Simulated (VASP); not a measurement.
Band structure of AlGa₃P₄ (ordered alloy cell). Level of theory: PBEsol GGA, VASP's PBE PAW potentials (set 64) (plane waves; VASP 6.6.1).

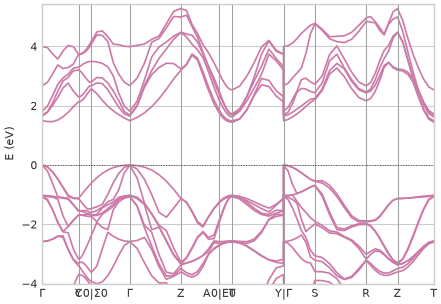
Fig. 1. Bands along high-symmetry lines, zero at the valence-band maximum or, without a gap, the Fermi level

### Question
Read the plot: is there a gap, and where are the band edges?

### Answer
The gap is indirect, 1.44 eV, from the valence maximum at Γ to the conduction minimum at T. (Edges off the drawn lines would not show.)

The structure was generated: AlGa3P4 was put into an ordered model structure (Amm2), which need not be its known phase. It was relaxed first.
